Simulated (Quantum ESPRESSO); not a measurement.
# MnSi: orders under volume, part 2 of 2

Aim: follow moments and order energies of MnSi with volume.

Quantum ESPRESSO 7.5; PBE; plane waves with GBRV 1.5 PBE potentials, no spin-orbit coupling.

So far, absolute magnetization (μB): step 2 (volume 0.92, ferro ++++) 3.87; step 3 (volume 0.92, antiferro ++--) 0.831.

The database entry behind the starting cell differs from later determinations by our own check (0.1 to 0.3 % short, probably kX units), so it need not match the best structure at ambient conditions.

## Step 5: Volume 1.08, ferro ++++

The input, pw.in:

```
&CONTROL
  calculation = 'scf'
  prefix = 'pwscf'
  outdir = './tmp'
  pseudo_dir = './pseudo'
  disk_io = 'nowf'
  tprnfor = .true.
  tstress = .true.
/
&SYSTEM
  ibrav = 0
  celldm(1) = 8
  nat = 8
  ntyp = 2
  ecutwfc = 40
  ecutrho = 280
  nbnd = 57
  occupations = 'smearing'
  smearing = 'fd'
  degauss = 0.00367493
  nspin = 2
  starting_magnetization(1) = 0.2333
  starting_magnetization(2) = 0
/
&ELECTRONS
  conv_thr = 1.6d-08
  electron_maxstep = 150
  mixing_beta = 0.3
/
ATOMIC_SPECIES
Mn     54.9380 mn_pbe_v1.5.uspp.F.UPF
Si     28.0850 si_pbe_v1.uspp.F.UPF
CELL_PARAMETERS alat
   1.1022258392721    0.0000000000000    0.0000000000000
   0.0000000000000    1.1022258392721    0.0000000000000
   0.0000000000000    0.0000000000000    1.1022258392721
ATOMIC_POSITIONS crystal
Mn      0.1380000000    0.1380000000    0.1380000000
Mn      0.3620000000    0.8620000000    0.6380000000
Mn      0.6380000000    0.3620000000    0.8620000000
Mn      0.8620000000    0.6380000000    0.3620000000
Si      0.8460000000    0.8460000000    0.8460000000
Si      0.6540000000    0.1540000000    0.3460000000
Si      0.3460000000    0.6540000000    0.1540000000
Si      0.1540000000    0.3460000000    0.6540000000
K_POINTS automatic
6 6 6 0 0 0
```

Launch:

```console
$ OMP_NUM_THREADS=1 mpirun -n 2 pw.x -nk 2 -in pw.in > pw.out
```

What it wrote:

```text
     [... lines left out ...]
Program PWSCF v.7.5 starts
     [... lines left out ...]
     number of atoms/cell      =            8
     [... lines left out ...]
     number of electrons       =        76.00
     number of Kohn-Sham states=           57
     kinetic-energy cutoff     =      40.0000  Ry
     charge density cutoff     =     280.0000  Ry
     scf convergence threshold =      1.6E-08
     [... lines left out ...]
     12 Sym. Ops. (no inversion) found ( 9 have fractional translation)
     [... lines left out ...]
     number of k points=    24  Fermi-Dirac smearing, width (Ry)=  0.0037
     [... lines left out ...]
     iteration # 16     ecut=    40.00 Ry     beta= 0.30
     [... lines left out ...]
     Magnetic moment per site  (integrated on atomic sphere of radius R)
     atom   1 (R=0.230)  charge= 13.0574  magn=  1.8541
     atom   2 (R=0.230)  charge= 13.0574  magn=  1.8541
     atom   3 (R=0.230)  charge= 13.0574  magn=  1.8541
     atom   4 (R=0.230)  charge= 13.0574  magn=  1.8541
     atom   5 (R=0.230)  charge=  1.8149  magn= -0.0955
     atom   6 (R=0.230)  charge=  1.8149  magn= -0.0955
     atom   7 (R=0.230)  charge=  1.8149  magn= -0.0955
     atom   8 (R=0.230)  charge=  1.8149  magn= -0.0955
     [... lines left out ...]
     the Fermi energy is    14.3650 ev
!    total energy              =    -883.45293273 Ry
     estimated scf accuracy    <          7.4E-10 Ry
     smearing contrib. (-TS)   =      -0.00397798 Ry
     [... lines left out ...]
     total magnetization       =     7.09 Bohr mag/cell
     absolute magnetization    =     8.50 Bohr mag/cell
     convergence has been achieved in  16 iterations
     [... lines left out ...]
     Total force =     0.014870     Total SCF correction =     0.000022
     [... lines left out ...]
          total   stress  (Ry/bohr**3)                   (kbar)     P=     -113.86
     [... lines left out ...]
```

It took 2.1 min on 2 MPI ranks of Intel Xeon at 2.70GHz, shared host; peak memory 0.47 GiB; 4.2 min of CPU time.

Numbers from this step:

```yaml
smearing_term_ts: 0.05412 eV
pressure: -11.39 GPa
magnetization: 7.094 μB
absolute_magnetization: 8.497 μB
final_state: ferromagnetic
largest_moment: 1.854 μB
```

## Step 6: Trends

The runs not shown differ from these in the moved quantity alone.

States, by row:

| volume | ferro ++++ | antiferro ++-- | no spin polarisation |
| --- | --- | --- | --- |
| 0.92 | ferromagnetic | antiferromagnetic | non-magnetic |
| 0.96 | ferromagnetic | antiferromagnetic | non-magnetic |
| 1 | ferromagnetic | antiferromagnetic | non-magnetic |
| 1.04 | ferromagnetic | antiferromagnetic | non-magnetic |
| 1.08 | ferromagnetic | antiferromagnetic | non-magnetic |

Largest site moment against volume:

| volume (factor) | ferro ++++ (μB) | antiferro ++-- (μB) |
| --- | --- | --- |
| 0.9200 | 0.844 | 0.183 |
| 0.9600 | 0.953 | 0.389 |
| 1.0000 | 1.01 | 0.576 |
| 1.0400 | 1.06 | 0.809 |
| 1.0800 | 1.85 | 1.12 |

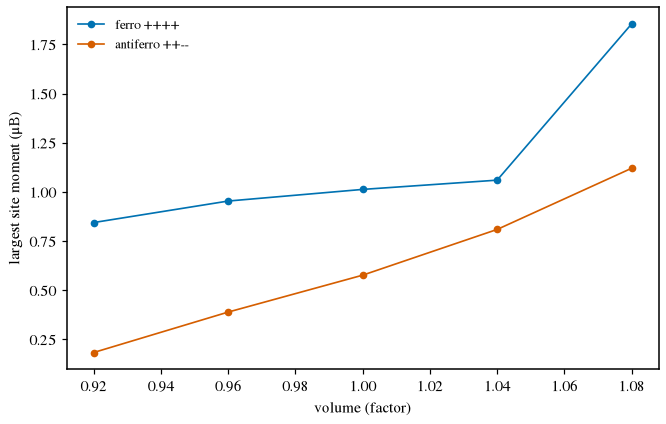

Largest site moment, plotted against volume.

Table of energy less that of the parallel start by volume; values in meV a seeded atom:

| volume (factor) | antiferro ++-- | no spin polarisation |
| --- | --- | --- |
| 0.9200 | 30.4 | 30.5 |
| 0.9600 | 43.0 | 44.9 |
| 1.0000 | 54.2 | 60.5 |
| 1.0400 | 61.6 | 76.0 |
| 1.0800 | 72.2 | 101 |

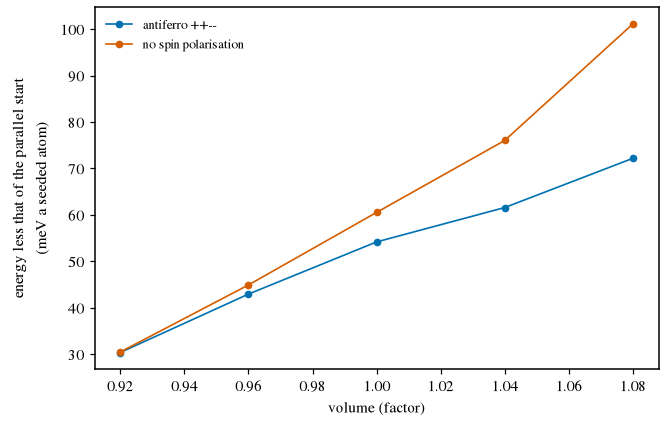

Energy less that of the parallel start against volume.

The energy over the lowest by volume; values in meV an atom:

| volume (factor) | ferro ++++ | antiferro ++-- | no spin polarisation |
| --- | --- | --- | --- |
| 0.9200 | 27.1 | 42.3 | 42.4 |
| 0.9600 | 0 | 21.5 | 22.5 |
| 1.0000 | 0.688 | 27.8 | 31.0 |
| 1.0400 | 24.2 | 55.0 | 62.2 |
| 1.0800 | 61.0 | 97.1 | 112 |

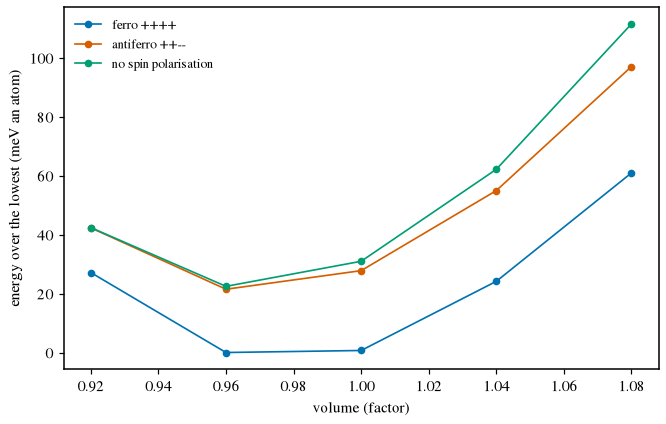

Energy over the lowest, plotted against volume.

## Step 7: What came out

| Property | Result |
| --- | --- |
| moment, parallel start | 0.844 to 1.85 μB |
| states met from these starts | antiferromagnetic and ferromagnetic |

The moment of the parallel start goes from 0.844 μB at 0.92 to 1.85 μB at 1.08. One step is far larger than the others, the mark of a change of state, as between low and high spin. The net moment of the cell goes from 3.37 to 7.09 μB. The radius of the spheres follows the nearest distance, so part of the change of the site moments is the spheres'. The largest moment of the start antiferro ++-- lies between 0.183 and 1.12 μB. The start antiferro ++-- lies over the parallel one at every finished point, by 30.4 to 72.2 meV a seeded atom.

[Logs and program files are shortened in this print: banners, set-up blocks, solver, clock and traceback lines can be left out without a mark of their own.]

[Logs are printed without paths, hosts, clocks, repeated set-up lines and the standing remarks that a program may print on its own settings, such as how far it seeks lower states.]

[Hosts, paths, dates, database ids (printed as entryN), source tags and the programs' standing remarks are cut or masked in the printed files.]

[Where a cell is said to come from a database of computed structures, the database is the Materials Project.]
